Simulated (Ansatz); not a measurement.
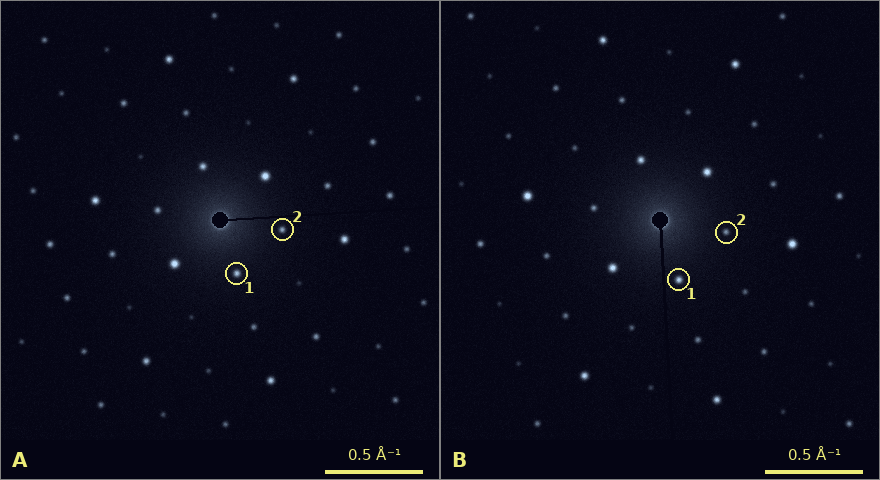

Kinematic electron diffraction patterns (200 kV, B = 0.5 Å², same scale) along [101] of the run's own cell, for the start and the end of one relaxation of Al3P2 with Ansatz 0.2.0, DFT PBE, scalar-relativistic, plane waves, PAW. k mesh 12×12×6. The start is a generated model structure, and the relaxation ends in the nearest stationary point of its symmetry, not necessarily the ground state. Spot 1 is 0 -1 0 and spot 2 is 1 -1 -1 in both.

Start structure:

```yaml
crystal:
  lattice:
    - [3.96133, 0.00000, 0.00000]
    - [-1.98067, 3.43061, 0.00000]
    - [0.00000, 0.00000, 6.72194]
  atoms:
    - { symbol: Al, position: [0.00000, 0.00000, 0.00000] }
    - { symbol: Al, position: [0.33333, 0.66667, 0.63055] }
    - { symbol: Al, position: [0.66667, 0.33333, 0.36945] }
    - { symbol: P, position: [0.33333, 0.66667, 0.24293] }
    - { symbol: P, position: [0.66667, 0.33333, 0.75707] }
```

Which pattern belongs to the start structure, and which to the relaxed one?

Answer. A is the start: its cell gives d(1) = 3.431 Å, d(2) = 3.056 Å and an angle of 63.6°. B is the relaxed structure, with d(1) = 3.064 Å (-10.7 %), d(2) = 2.864 Å (-6.3 %) and 62.1°.

Name reflections whose intensity changes strongly on relaxation.

Answer. 2 -3 -2 comes into sight; 3 -1 -3 goes from 8.7 to 0.37 % of the strongest spot; 2 -2 -2 goes from 51 to 100 % of the strongest spot; 2 1 -2 goes from 25 to 46 % of the strongest spot.

Summarise the relaxation behind the change.

Answer. The volume changed by -4.3 % to 17.48 Å³ an atom; with the mean shift removed, the atoms moved by up to 0.44 Å relative to the cell (P most); the space group stayed P-3m1 (No. 164); the free energy fell by 130 meV an atom. Relaxed cell: a = 3.538 Å, b = 3.538 Å, c = 8.061 Å, α = 90.00°, β = 90.00°, γ = 120.00°.
